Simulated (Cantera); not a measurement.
Input: 1 mol AlCl₃, a varied amount of N₂O, 22 mol N₂, held at 1027 °C and 46.0 Pa.

Cantera equilibrium calculation (NASA polynomials, part measured and part estimated; ideal gas, pure solids and liquids). Candidate condensed phases: Al, AlCl₃, AlN, Al₂O₃; 24 gas species. Kinetics and transport are ignored.

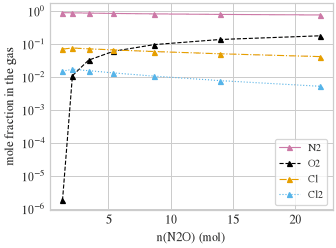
Equilibrium gas composition (values under 1e-9 drawn at 1e-9)

From 1.3 mol N₂O to 22 mol N₂O the condensed part is Al₂O₃(s). The main Al-bearing gas is AlCl₃ throughout.
